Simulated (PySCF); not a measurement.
# C₂H₅GaO: geometry, electronic excitations

Wanted: the electronic excitations of C₂H₅GaO (`C=C[O][GaH2]`), by calculation.

Programs: PySCF 2.14.0, with density-fitted response routines of our own. Each step states its level of theory. These are calculated values for one molecule in the gas phase, unless marked as measured. Atoms count from 0, in the outputs and in this text.

### 1 The starting structure

9 atoms, charge 0, multiplicity 1; geometry from: GFN2-xTB. The atoms were then displaced at random by about 0.01 Å, so the start is not that level's minimum.

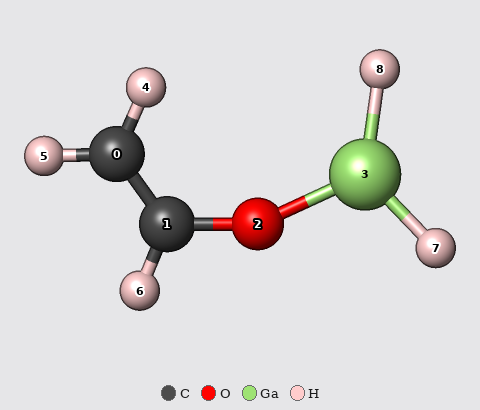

The starting geometry (carbon dark grey, oxygen red, gallium green, hydrogen pink), atoms numbered.

### 2 Relaxing the molecule at PBE0-D3(BJ)/def2-SVP

Job settings and geometry (Å):

```
{"job": {"xc": "PBE0", "basis": "def2-SVP", "d3": "d3bj", "grid": 1, "shake": 0.01, "kind": "geom"}, "charge": 0, "multiplicity": 1}
C     -1.572470    -0.461420     0.472910
C     -0.514200    -0.982960    -0.057680
O      0.651940    -0.336170    -0.236510
Ga     1.719990     1.060280    -0.243070
H     -1.595420     0.587460     0.780610
H     -2.501180    -0.998310     0.582980
H     -0.473350    -2.013250    -0.388930
H      3.138330     0.605480    -0.542930
H      1.204180     2.521720     0.026120
```

On the command line:

```console
> OMP_NUM_THREADS=1 python probes_run.py task.json out
```

This one command runs all jobs of the session in turn.

The program printed:

```text
step   0  E = -2078.47819974  max force = 0.049263
step   1  E = -2078.48456593  max force = 0.008264
step   2  E = -2078.48515397  max force = 0.012472
step   3  E = -2078.48653067  max force = 0.011878
step   4  E = -2078.48711179  max force = 0.004737
step   5  E = -2078.48736540  max force = 0.002566
step   6  E = -2078.48753474  max force = 0.003752
step   7  E = -2078.48755363  max force = 0.005917
step   8  E = -2078.48784082  max force = 0.001112
step   9  E = -2078.48788682  max force = 0.000640
step  10  E = -2078.48791724  max force = 0.000522
step  11  E = -2078.48792282  max force = 0.000338
optimisation converged
```

Wall time 47 s (1 thread of Arm Neoverse V1, shared host); peak memory 0.41 GiB.

Step by step:

```tsv
step	energy from step 0 (eV)	largest force component (eV/Å)
0	0.0000	2.5332
1	-0.1732	0.4250
2	-0.1892	0.6413
3	-0.2267	0.6108
4	-0.2425	0.2436
5	-0.2494	0.1319
6	-0.2540	0.1929
7	-0.2545	0.3043
8	-0.2623	0.0572
9	-0.2636	0.0329
10	-0.2644	0.0268
11	-0.2646	0.0174
```

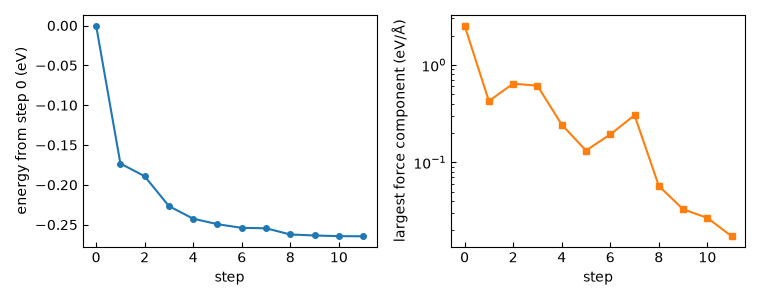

Energy and largest force along the relaxation.

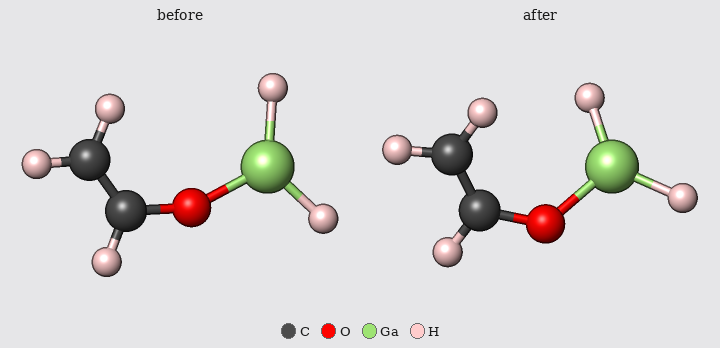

Before and after, at one scale.

Distances of close pairs at the start and the end, largest changes first:

```tsv
bond	before (Å)	after (Å)	change (Å)
O2–Ga3	1.758	1.805	+0.047
C0–C1	1.294	1.338	+0.044
Ga3–H7	1.519	1.555	+0.036
C1–H6	1.083	1.099	+0.016
Ga3–H8	1.573	1.560	-0.013
C0–H5	1.078	1.091	+0.012
C1–O2	1.345	1.339	-0.006
C0–H4	1.093	1.094	+0.001
```

The final coordinates are the input of the step that follows.

```tsv
at the end point	value
point group (found at 0.08 Å tolerance)	C1
rotational constants (GHz, main isotopes)	16.069, 2.496, 2.208
dipole moment (D)	1.28
```

### 3 Excited states and response: PBE0/def2-TZVPD

Job settings and geometry (Å):

```
{"job": {"kind": "uv", "xc": "PBE0", "basis": "def2-TZVPD"}, "charge": 0, "multiplicity": 1}
C     -1.398223    -0.341457     0.564172
C     -0.465008    -0.970308    -0.159803
O      0.840771    -0.677822    -0.216774
Ga     1.605503     0.957329    -0.236359
H     -1.157257     0.509395     1.208492
H     -2.433002    -0.685075     0.534287
H     -0.733084    -1.843120    -0.772192
H      3.144346     0.869159    -0.029254
H      0.653978     2.164818    -0.499088
```

Level: TDDFT PBE0/def2-TZVPD, vertical, gas phase, core orbitals frozen in the response.

The program printed:

```text
coarse grid: 35320 points
cycle   1  E = -2078.7719776274  dE = -1.252e-01  |g| = 9.907e-01  |ddm| = 2.586e+00
cycle   2  E = -2078.3663653294  dE =  4.056e-01  |g| = 1.796e+00  |ddm| = 2.617e+00
cycle   3  E = -2078.8869128653  dE = -5.205e-01  |g| = 3.210e-01  |ddm| = 1.858e+00
cycle   4  E = -2078.9054462049  dE = -1.853e-02  |g| = 7.878e-02  |ddm| = 3.364e-01
cycle   5  E = -2078.9065335624  dE = -1.087e-03  |g| = 2.593e-02  |ddm| = 9.589e-02
cycle   6  E = -2078.9066835112  dE = -1.499e-04  |g| = 8.476e-03  |ddm| = 2.443e-02
cycle   7  E = -2078.9066979365  dE = -1.443e-05  |g| = 1.163e-03  |ddm| = 9.338e-03
cycle   8  E = -2078.9066981968  dE = -2.603e-07  |g| = 4.200e-04  |ddm| = 1.687e-03
final grid: 73776 points
cycle   9  E = -2078.9066975660  dE = -2.406e-08  |g| = 5.451e-04  |ddm| = 9.687e-03
cycle  10  E = -2078.9066975000  dE =  6.598e-08  |g| = 8.175e-04  |ddm| = 1.129e-03
cycle  11  E = -2078.9066976242  dE = -1.242e-07  |g| = 1.336e-04  |ddm| = 6.305e-04
cycle  12  E = -2078.9066976279  dE = -3.736e-09  |g| = 1.370e-05  |ddm| = 1.344e-04
cycle  13  E = -2078.9066976280  dE = -3.820e-11  |g| = 6.595e-06  |ddm| = 2.452e-05
converged SCF energy = -2078.9066976280

Static polarisability (au): isotropic 60.294, principal 46.105 57.530 77.247

Singlet excitations
state   eV       nm        f      main configurations
  1   3.9991    310.0   0.03299   H->L 0.99
  2   5.6299    220.2   0.00211   H-1->L 0.51, H->L+1 0.38
  3   5.7121    217.1   0.03129   H->L+1 0.40, H-1->L 0.39, H->L+2 0.13
  4   6.0462    205.1   0.02409   H->L+2 0.64, H->L+1 0.14, H->L+3 0.10
  5   6.1087    203.0   0.05351   H-2->L 0.79
  6   6.4078    193.5   0.00987   H->L+3 0.82
  7   6.6863    185.4   0.03006   H->L+5 0.52, H->L+6 0.26, H->L+4 0.18
  8   6.8200    181.8   0.05721   H->L+5 0.42, H->L+6 0.36, H->L+4 0.15
  9   6.9223    179.1   0.11846   H->L+4 0.52, H->L+6 0.35
 10   7.4534    166.3   0.04957   H-1->L+1 0.58, H-1->L+4 0.16, H-1->L+3 0.11

Triplet excitations (Tamm-Dancoff, eV): 3.6669 4.3814 5.2189 5.4997
```

It took 30 s on 1 thread of Arm Neoverse V1, shared host; peak memory 0.85 GiB.

The orbitals next to the gap, with their largest atomic shares:

```tsv
orbital	eV	atoms
HOMO−3	-10.53	C0 33 %, O2 16 %, H5 14 %
HOMO−2	-9.11	Ga3 33 %, H7 27 %, H8 17 %
HOMO−1	-8.57	O2 48 %, C1 14 %, Ga3 14 %
HOMO	-6.62	C0 39 %, C1 28 %, O2 22 %
LUMO	-1.56	Ga3 56 %, O2 16 %, H7 11 %
LUMO+1	0.18	Ga3 43 %, H8 19 %, H7 17 %
LUMO+2	0.43	Ga3 57 %, C0 13 %, C1 10 %
```

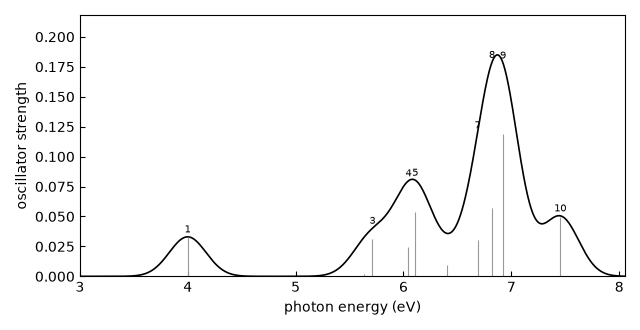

Absorption spectrum from the 10 singlet states computed; above the last one it falls off for lack of states. Lines are broadened to a width of 0.40 eV (Gaussian).

Further results of this job:

```tsv
property	computed
dipole moment (D)	1.37
polarisability (Å³)	8.93
HOMO–LUMO gap (eV)	5.06
−ε(HOMO) (eV)	6.62
```

### 4 Results

| quantity | value |
| --- | --- |
| point group | C1 |
| rotational constants (main isotopes) | 16.07, 2.50, 2.21 GHz |
| lowest singlet (PBE0/def2-TZVPD) | 4.00 eV (310 nm), f = 0.033 |
| brightest single state of those computed | state 9, 6.92 eV, f = 0.118 |
| lowest triplet | 3.67 eV |

In words: The optimisation took 11 steps and gained 0.265 eV; among the close pairs (by a distance rule), O2–Ga3 changed most, from 1.758 to 1.805 Å. No frequency check was run at this level, so the end point may be a saddle. The first singlet state (HOMO→LUMO 0.99) lies at 4.00 eV and is weak; of the 10 states computed, the strongest absorption comes from state 9 at 6.92 eV (the last state computed is bright too, and its partners may lie past the list). The lowest triplet lies 0.33 eV below the lowest singlet (triplets in Tamm-Dancoff, singlets in full TDDFT). States above −ε(HOMO) lie where TDDFT describes them poorly and they hang on the basis; the brightest is among them.
